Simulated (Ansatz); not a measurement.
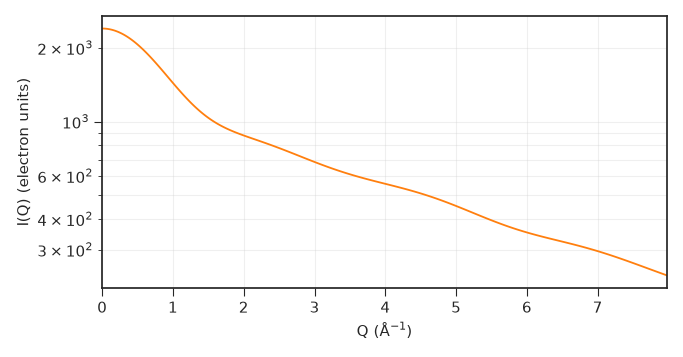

Elastic X-ray scattering of a randomly oriented, rigid molecule, calculated with the Debye equation from neutral-atom form factors (independent atoms, no Compton part, no vibration). The geometry is the end point of an optimisation (UKS PBE/def2-SVP (Ansatz)); it may be a saddle point or a higher isomer. It contains C, Br, H.

Question: How many electrons does the independent-atom model of the molecule hold?

Answer: I(0) is the square of the electron number: I(0) = 2400, so about 49 electrons, the count of C2H2Br.

Question: What radius of gyration does the initial fall-off give?

Answer: From I(Q) ≈ I(0) exp(−Q²R²/3) at small Q, R ≈ 1.38 Å. It is larger than the electron-weighted radius of the nuclear positions alone (1.22 Å), because each atom's electron cloud adds to it.
